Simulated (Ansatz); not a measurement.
**Geometry relaxation, with input and output: HfHClF4**

HfHClF4, computed with RKS PBE0-D4/def2-SVP (Ansatz 0.2.0).

It belongs to a series of runs on one base structure; here: end point B relaxed. Figures and captions count atoms from 1; the log counts them from 0 in places.

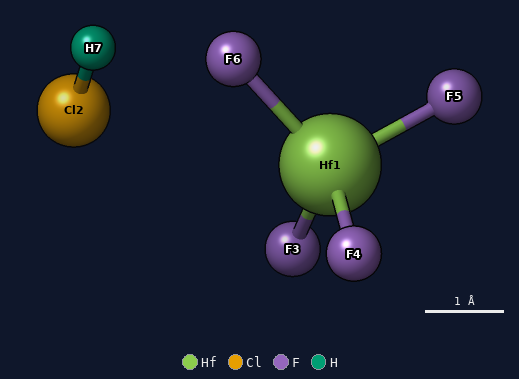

**Figure 1.** The input geometry (ball-and-stick view, seen at a tilt; atoms are numbered from 1 in the order of the input). Sticks mark near contacts. Bond lengths as drawn: Cl–H 1.33 Å and F–Hf 1.90 to 1.95 Å.

## Key numbers

- outcome: converged
- total energy: −24695.3850 eV
- mean-field energy: −24695.2776 eV
- largest force (length of the vector) at the end: 0.021 eV/Å
- hardware: 2 threads of Arm Neoverse V2, 24 GiB of memory available, shared host
- wall time: 32 s (CPU time 62 s)
- peak memory: 0.26 GiB

## Input file
```yaml
crystal:
  periodic: [false, false, false]
  atoms:
    - { symbol: Hf, position_ang: [-0.481877, 0.0, -0.473675] }
    - { symbol: Cl, position_ang: [0.032954, 0.0, 3.2083] }
    - { symbol: F, position_ang: [1.329255, 0.0, 0.105038] }
    - { symbol: F, position_ang: [-0.731116, 1.550272, -1.537972] }
    - { symbol: F, position_ang: [-0.731116, -1.550272, -1.537972] }
    - { symbol: F, position_ang: [-1.894312, 0.0, 0.87758] }
    - { symbol: H, position_ang: [-1.264887, 0.0, 2.9012] }
basis:
  gaussian: { orbitals: def2-SVP }
hamiltonian:
  xc: pbe0
  dispersion: d4
relax:
  f_tol: 0.03
  max_steps: 50
output:
  orbitals: {}
```

Launched with:
```bash
ansatz run input.yaml --threads 2 --pin off --max-ram 3072MiB --backend cpu --events-out ev --progress --plain --runs-dir out
```

## The program's output
```
The last accepted step is kept in [file] (removed where the run ends without a failure and the disk answers)
Engine: ansatz 0.2.0, aarch64-unknown-linux-gnu
Functional definition: PBE0
  parameter a = 0.25
  parameter kappa = 0.804
  parameter beta = 0.06672455060314922
  exchange = (1 - a)*pbe_x(kappa = kappa, mu = beta*pi^2/3) + a*exact_x
  correlation = pbe_c(beta = beta)
1122 factors; integrals over basis functions are off by at most 3.3e-4 eV
mean field evaluation 1: about -24687.9900 eV, gradient 6.6e1 eV
mean field evaluation 2: about -24661.4631 eV, gradient 1.5e2 eV
mean field evaluation 4: about -24695.1635 eV, gradient 2.6e0 eV
mean field evaluation 8: about -24695.2285 eV, gradient 4.7e-2 eV
mean field evaluation 16: about -24695.2285 eV, gradient 4.1e-5 eV
mean field -24695.22847793 eV, -907.5329075368 hartree, gradient 4.1e-5 eV, S^2 0.000000; 0 other end points of the search recorded, 0 dependent functions left out
the calculation of the forces begins
reference -24695.22853355 eV, -907.5329095809 hartree; 33, 33 occupied and 78, 78 virtual orbitals, 1122 factors
relax step   1: F+E_penalty+E_count = -24695.33920475 eV  Δ(F+E_penalty+E_count) = +0.000e0 eV  max|allowed force component| = 1.195e0 eV/Å  Δτ_max = 0.0000 Å  (27 SCF iters, accepted)
these checks for a lower state are left out or cut short: starts, cluster_reference, orbital_swaps, neighbouring_geometries, increment
1122 factors; integrals over basis functions are off by at most 3.2e-4 eV
mean field -24695.25253039 eV, -907.5337914484 hartree, gradient 1.7e-5 eV, S^2 0.000000; 0 other end points of the search recorded, 0 dependent functions left out
the calculation of the forces begins
reference -24695.25258606 eV, -907.5337934942 hartree; 33, 33 occupied and 78, 78 virtual orbitals, 1122 factors
relax step   2: F+E_penalty+E_count = -24695.36245062 eV  Δ(F+E_penalty+E_count) = -2.325e-2 eV  max|allowed force component| = 8.722e-1 eV/Å  Δτ_max = 0.1175 Å  (31 SCF iters, accepted)
these checks for a lower state are left out or cut short: starts, cluster_reference, orbital_swaps, neighbouring_geometries, increment
1122 factors; integrals over basis functions are off by at most 3.2e-4 eV
mean field evaluation 32: about -24695.2538 eV, gradient 1.3e-5 eV
mean field -24695.25382806 eV, -907.5338391368 hartree, gradient 1.3e-5 eV, S^2 0.000000; 0 other end points of the search recorded, 0 dependent functions left out
the calculation of the forces begins
reference -24695.25388365 eV, -907.5338411799 hartree; 33, 33 occupied and 78, 78 virtual orbitals, 1122 factors
relax step   3: F+E_penalty+E_count = -24695.36475375 eV  Δ(F+E_penalty+E_count) = -2.303e-3 eV  max|allowed force component| = 9.000e-1 eV/Å  Δτ_max = 0.0838 Å  (31 SCF iters, accepted)
these checks for a lower state are left out or cut short: starts, cluster_reference, orbital_swaps, neighbouring_geometries, increment
1122 factors; integrals over basis functions are off by at most 3.2e-4 eV
mean field -24695.26024048 eV, -907.5340747891 hartree, gradient 1.1e-5 eV, S^2 0.000000; 0 other end points of the search recorded, 0 dependent functions left out
the calculation of the forces begins
reference -24695.26029607 eV, -907.5340768321 hartree; 33, 33 occupied and 78, 78 virtual orbitals, 1122 factors
relax step   4: F+E_penalty+E_count = -24695.37067551 eV  Δ(F+E_penalty+E_count) = -5.922e-3 eV  max|allowed force component| = 7.555e-1 eV/Å  Δτ_max = 0.0352 Å  (33 SCF iters, accepted)
these checks for a lower state are left out or cut short: starts, cluster_reference, orbital_swaps, neighbouring_geometries, increment
1122 factors; integrals over basis functions are off by at most 3.2e-4 eV
mean field -24695.27252451 eV, -907.5345262189 hartree, gradient 1.1e-5 eV, S^2 0.000000; 0 other end points of the search recorded, 0 dependent functions left out
the calculation of the forces begins
reference -24695.27258006 eV, -907.5345282603 hartree; 33, 33 occupied and 78, 78 virtual orbitals, 1122 factors
relax step   5: F+E_penalty+E_count = -24695.38176355 eV  Δ(F+E_penalty+E_count) = -1.109e-2 eV  max|allowed force component| = 1.219e-1 eV/Å  Δτ_max = 0.0751 Å  (32 SCF iters, accepted)
these checks for a lower state are left out or cut short: starts, cluster_reference, orbital_swaps, neighbouring_geometries, increment
1122 factors; integrals over basis functions are off by at most 3.2e-4 eV
mean field -24695.27381898 eV, -907.5345737896 hartree, gradient 1.1e-5 eV, S^2 0.000000; 0 other end points of the search recorded, 0 dependent functions left out
the calculation of the forces begins
reference -24695.27387451 eV, -907.5345758303 hartree; 33, 33 occupied and 78, 78 virtual orbitals, 1122 factors
relax step   6: F+E_penalty+E_count = -24695.38300192 eV  Δ(F+E_penalty+E_count) = -1.238e-3 eV  max|allowed force component| = 3.338e-2 eV/Å  Δτ_max = 0.0230 Å  (30 SCF iters, accepted)
these checks for a lower state are left out or cut short: starts, cluster_reference, orbital_swaps, neighbouring_geometries, increment
1122 factors; integrals over basis functions are off by at most 3.2e-4 eV
mean field evaluation 64: about -24695.2744 eV, gradient 1.1e-5 eV
mean field -24695.27435724 eV, -907.5345935703 hartree, gradient 1.1e-5 eV, S^2 0.000000; 0 other end points of the search recorded, 0 dependent functions left out
the calculation of the forces begins
reference -24695.27441274 eV, -907.5345956102 hartree; 33, 33 occupied and 78, 78 virtual orbitals, 1122 factors
relax step   7: F+E_penalty+E_count = -24695.38351639 eV  Δ(F+E_penalty+E_count) = -5.145e-4 eV  max|allowed force component| = 5.966e-2 eV/Å  Δτ_max = 0.0247 Å  (31 SCF iters, accepted)
these checks for a lower state are left out or cut short: starts, cluster_reference, orbital_swaps, neighbouring_geometries, increment
1122 factors; integrals over basis functions are off by at most 3.3e-4 eV
mean field -24695.27584330 eV, -907.5346481819 hartree, gradient 1.2e-5 eV, S^2 0.000000; 0 other end points of the search recorded, 0 dependent functions left out
the calculation of the forces begins
reference -24695.27589876 eV, -907.5346502202 hartree; 33, 33 occupied and 78, 78 virtual orbitals, 1122 factors
relax step   8: F+E_penalty+E_count = -24695.38439540 eV  Δ(F+E_penalty+E_count) = -8.790e-4 eV  max|allowed force component| = 3.648e-2 eV/Å  Δτ_max = 0.0548 Å  (31 SCF iters, accepted)
these checks for a lower state are left out or cut short: starts, cluster_reference, orbital_swaps, neighbouring_geometries, increment
1122 factors; integrals over basis functions are off by at most 3.3e-4 eV
mean field -24695.27686731 eV, -907.5346858138 hartree, gradient 1.1e-5 eV, S^2 0.000000; 0 other end points of the search recorded, 0 dependent functions left out
the calculation of the forces begins
reference -24695.27692278 eV, -907.5346878522 hartree; 33, 33 occupied and 78, 78 virtual orbitals, 1122 factors
relax step   9: F+E_penalty+E_count = -24695.38449394 eV  Δ(F+E_penalty+E_count) = -9.854e-5 eV  max|allowed force component| = 1.310e-1 eV/Å  Δτ_max = 0.0580 Å  (31 SCF iters, accepted)
these checks for a lower state are left out or cut short: starts, cluster_reference, orbital_swaps, neighbouring_geometries, increment
1122 factors; integrals over basis functions are off by at most 3.2e-4 eV
mean field -24695.27752769 eV, -907.5347100822 hartree, gradient 1.1e-5 eV, S^2 0.000000; 0 other end points of the search recorded, 0 dependent functions left out
the calculation of the forces begins
reference -24695.27758315 eV, -907.5347121203 hartree; 33, 33 occupied and 78, 78 virtual orbitals, 1122 factors
relax step  10: F+E_penalty+E_count = -24695.38495804 eV  Δ(F+E_penalty+E_count) = -4.641e-4 eV  max|allowed force component| = 1.926e-2 eV/Å  Δτ_max = 0.0110 Å  (32 SCF iters, accepted)
1122 factors; integrals over basis functions are off by at most 3.2e-4 eV
mean field evaluation 96: about -24695.2264 eV, gradient 1.5e0 eV
```

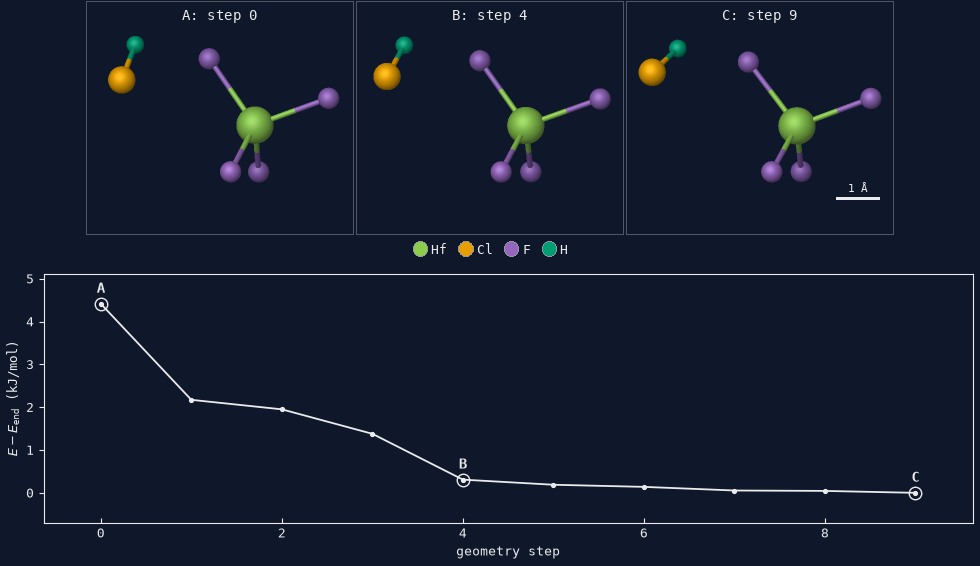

**Figure 2.** Frames of the relaxation (ball-and-stick view, seen at a tilt) above the curves, on which the letters mark them (the first geometry is step 0 here and step 1 in the log).

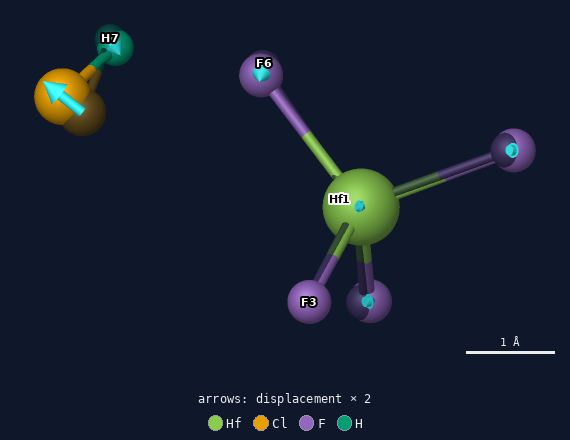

**Figure 3.** Start (faint) and end (solid) with the displacements as teal arrows, magnified 2 times (ball-and-stick view, seen at a tilt). The two geometries are laid on each other by the best rigid fit. Cl2 moves most after the best rigid fit: 0.29 Å. Largest moves by element: Cl 0.29 Å, F 0.11 Å, H 0.11 Å, Hf 0.05 Å. Among the contacts that change: Cl2–H7 1.334 → 1.291 Å, Hf1–F6 1.955 → 1.922 Å. Among the angles that change: F3–Hf1–F6 118.5° → 113.9°. The energy falls by 4.41 kJ/mol in 9 geometry steps. The largest force component goes from 1.2 to 0.019 eV/Å. (Atoms are counted from 1 in the order of the input.)

```
mean field -24695.27752769 eV, -907.5347100822 hartree, gradient 1.1e-5 eV, S^2 0.000000; 1 other end points of the search recorded, 0 dependent functions left out
the calculation of the forces begins
reference -24695.27758315 eV, -907.5347121203 hartree; 33, 33 occupied and 78, 78 virtual orbitals, 1122 factors
Total energy: -24695.38501349 eV, -907.5386601128 hartree
Atom 0 at    -0.487611     0.000000    -0.527949 Å, force     0.019257     0.000000    -0.007558 eV/Å
Atom 1 at    -0.065542    -0.000000     3.479592 Å, force    -0.008637    -0.000000    -0.003859 eV/Å
Atom 2 at     1.313934     0.000000     0.073132 Å, force    -0.004657    -0.000000    -0.002447 eV/Å
Atom 3 at    -0.770268     1.541179    -1.601624 Å, force    -0.001876     0.005957    -0.001896 eV/Å
Atom 4 at    -0.770268    -1.541179    -1.601624 Å, force    -0.001876    -0.005957    -0.001896 eV/Å
Atom 5 at    -1.781654     0.000000     0.893817 Å, force    -0.008990    -0.000000     0.010368 eV/Å
Atom 6 at    -1.179690     0.000000     2.827153 Å, force     0.006778     0.000000     0.007289 eV/Å
Dipole moment:    -0.217228     0.000000    -0.116803 e Å
```

## Trajectory as extended XYZ (Å, eV, eV/Å), 10 frames, from step=1 to step=10
```
7
Properties=species:S:1:pos:R:3:forces:R:3 step=1 energy=-24695.33921
Hf   -0.4819    0.0000   -0.4737   -0.4859   0.0000   0.7296
Cl    0.0330    0.0000    3.2083   -1.1851   0.0000  -0.2547
F     1.3293    0.0000    0.1050   -0.0312   0.0000  -0.0399
F    -0.7311    1.5503   -1.5380   -0.0087   0.0186  -0.0809
F    -0.7311   -1.5503   -1.5380   -0.0087  -0.0186  -0.0809
F    -1.8943    0.0000    0.8776    0.5245   0.0000  -0.5206
H    -1.2649    0.0000    2.9012    1.1950   0.0000   0.2474
7
Properties=species:S:1:pos:R:3:forces:R:3 step=2 energy=-24695.36245
Hf   -0.4933    0.0000   -0.4633    0.0311   0.0000  -0.1845
Cl    0.0143    0.0000    3.3243   -0.8722   0.0000  -0.3876
F     1.3215    0.0000    0.0995    0.0061   0.0000   0.0656
F    -0.7419    1.5373   -1.5503   -0.0107  -0.0171   0.0059
F    -0.7419   -1.5373   -1.5503   -0.0107   0.0171   0.0059
F    -1.8901    0.0000    0.8597    0.0345   0.0000   0.1397
H    -1.2095    0.0000    2.8230    0.8219   0.0000   0.3550
7
Properties=species:S:1:pos:R:3:forces:R:3 step=3 energy=-24695.36475
Hf   -0.4874    0.0000   -0.4554    0.0358   0.0000  -0.0438
Cl    0.0189    0.0000    3.2406   -0.8953   0.0000  -0.2570
F     1.3260    0.0000    0.1127    0.0182   0.0000   0.0094
F    -0.7413    1.5366   -1.5419   -0.0111   0.0033  -0.0054
F    -0.7413   -1.5366   -1.5419   -0.0111  -0.0033  -0.0054
F    -1.8717    0.0000    0.8816   -0.0364   0.0000   0.0194
H    -1.2444    0.0000    2.8469    0.9000   0.0000   0.2827
7
Properties=species:S:1:pos:R:3:forces:R:3 step=4 energy=-24695.37068
Hf   -0.4861    0.0000   -0.4679    0.0237   0.0000  -0.0742
Cl    0.0147    0.0000    3.2693   -0.7555   0.0000  -0.2262
F     1.3270    0.0000    0.1019    0.0157   0.0000   0.0242
F    -0.7423    1.5353   -1.5561   -0.0074   0.0024   0.0009
F    -0.7423   -1.5353   -1.5561   -0.0074  -0.0024   0.0009
F    -1.8680    0.0000    0.8692   -0.0203   0.0000   0.0492
H    -1.2440    0.0000    2.8822    0.7513   0.0000   0.2252
7
Properties=species:S:1:pos:R:3:forces:R:3 step=5 energy=-24695.38176
Hf   -0.4837    0.0000   -0.4984    0.0582   0.0000  -0.0906
Cl   -0.0062    0.0000    3.3415   -0.1219   0.0000  -0.0449
F     1.3255    0.0000    0.0904   -0.0363   0.0000   0.0060
F    -0.7511    1.5339   -1.5871    0.0046   0.0001   0.0139
F    -0.7511   -1.5339   -1.5871    0.0046  -0.0001   0.0139
F    -1.8432    0.0000    0.8566   -0.0222   0.0000   0.0785
H    -1.2314    0.0000    2.9266    0.1131   0.0000   0.0232
7
Properties=species:S:1:pos:R:3:forces:R:3 step=6 energy=-24695.38300
Hf   -0.4812    0.0000   -0.5020   -0.0032   0.0000   0.0092
Cl   -0.0200    0.0000    3.3516    0.0009   0.0000   0.0103
F     1.3282    0.0000    0.0843   -0.0334   0.0000  -0.0034
F    -0.7558    1.5368   -1.5844    0.0049   0.0003   0.0041
F    -0.7558   -1.5368   -1.5844    0.0049  -0.0003   0.0041
F    -1.8263    0.0000    0.8722    0.0198   0.0000  -0.0107
H    -1.2303    0.0000    2.9051    0.0060   0.0000  -0.0136
7
Properties=species:S:1:pos:R:3:forces:R:3 step=7 energy=-24695.38352
Hf   -0.4842    0.0000   -0.5041   -0.0078   0.0000   0.0231
Cl   -0.0238    0.0000    3.3632    0.0597   0.0000   0.0378
F     1.3212    0.0000    0.0904   -0.0141   0.0000  -0.0053
F    -0.7564    1.5391   -1.5837    0.0013   0.0037  -0.0034
F    -0.7564   -1.5391   -1.5837    0.0013  -0.0037  -0.0034
F    -1.8223    0.0000    0.8773    0.0137   0.0000  -0.0162
H    -1.2191    0.0000    2.8830   -0.0541   0.0000  -0.0324
7
Properties=species:S:1:pos:R:3:forces:R:3 step=8 energy=-24695.38440
Hf   -0.4888    0.0000   -0.5150   -0.0279   0.0000   0.0365
Cl   -0.0413    0.0000    3.4152   -0.0195   0.0000   0.0049
F     1.3114    0.0000    0.0877    0.0225   0.0000   0.0012
F    -0.7611    1.5438   -1.5878   -0.0052   0.0006  -0.0100
F    -0.7611   -1.5438   -1.5878   -0.0052  -0.0006  -0.0100
F    -1.8029    0.0000    0.8906    0.0109   0.0000  -0.0319
H    -1.1973    0.0000    2.8396    0.0244   0.0000   0.0093
7
Properties=species:S:1:pos:R:3:forces:R:3 step=9 energy=-24695.38449
Hf   -0.4884    0.0000   -0.5247   -0.0302   0.0000   0.0083
Cl   -0.0601    0.0000    3.4701   -0.1310   0.0000  -0.0744
F     1.3125    0.0000    0.0750    0.0165   0.0000   0.0073
F    -0.7678    1.5435   -1.5964   -0.0021  -0.0062  -0.0014
F    -0.7678   -1.5435   -1.5964   -0.0021   0.0062  -0.0014
F    -1.7882    0.0000    0.8943    0.0209   0.0000  -0.0163
H    -1.1813    0.0000    2.8206    0.1281   0.0000   0.0778
7
Properties=species:S:1:pos:R:3:forces:R:3 step=10 energy=-24695.38496
Hf   -0.4876    0.0000   -0.5279    0.0193   0.0000  -0.0076
Cl   -0.0655    0.0000    3.4796   -0.0086   0.0000  -0.0039
F     1.3139    0.0000    0.0731   -0.0047   0.0000  -0.0024
F    -0.7703    1.5412   -1.6016   -0.0019   0.0060  -0.0019
F    -0.7703   -1.5412   -1.6016   -0.0019  -0.0060  -0.0019
F    -1.7817    0.0000    0.8938   -0.0090   0.0000   0.0104
H    -1.1797    0.0000    2.8272    0.0068   0.0000   0.0073
```

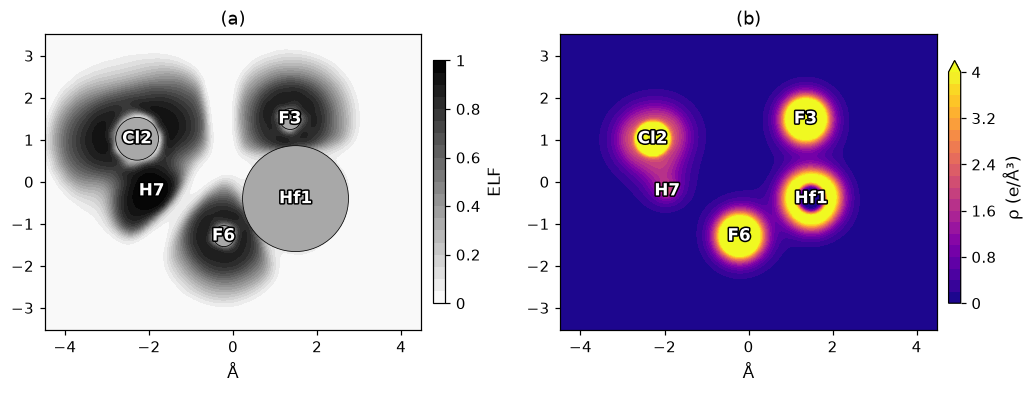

**Figure 4.** (a) ELF; (b) electron density on the plane of atoms F3, Hf1 and F6. Grey discs, where drawn, cover atomic cores. The section cuts through Hf, Cl, F and H sites. Hf–F (1.90 Å): ρ at the midpoint is about 0.9 e/Å³; the ELF peaks at about 0.85 in the valence shell of F, 0.5 Å from its nucleus, and drops to about 0.20 between the two atoms. Cl–H (1.29 Å): ρ is about 1.9 e/Å³ halfway, with its minimum of 1.6 e/Å³ about 1.0 Å from Cl; the ELF climbs to about 1 towards the hydrogen, as it does in any bond to H.

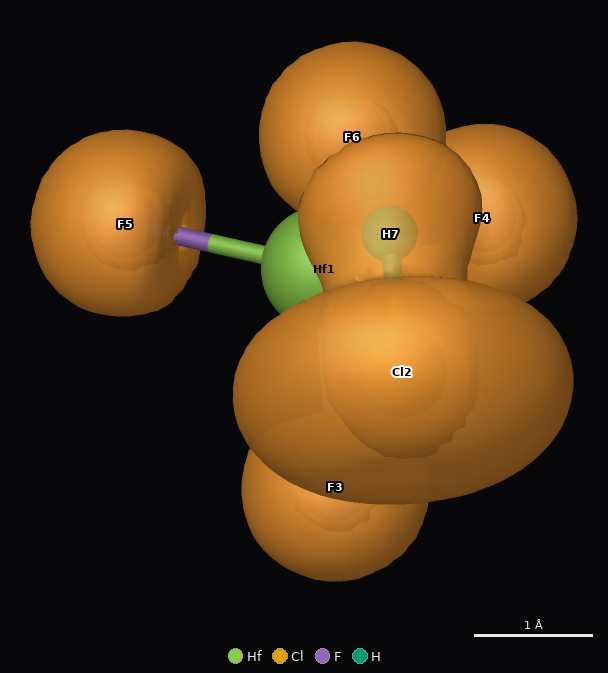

**Figure 5.** Isosurface of the ELF at 0.75 (orange), seen at an oblique angle. Core shells and regions of very low density are left out. Hf–F (1.90 Å): the ELF peaks at about 0.85 in the valence shell of F, 0.5 Å from its nucleus, and drops to about 0.20 between the two atoms.

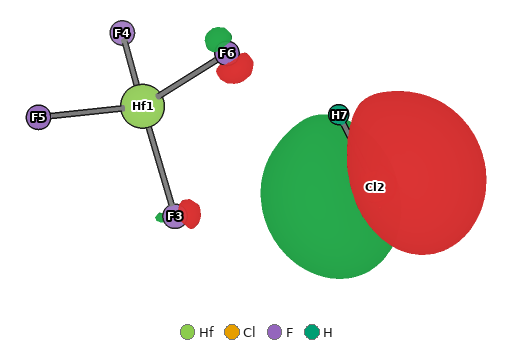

**Figure 6.** The HOMO−1 at ±0.1 Å⁻³ᐟ² (green and red are the two phases), seen at a tilt. Its energy is −9.20 eV.
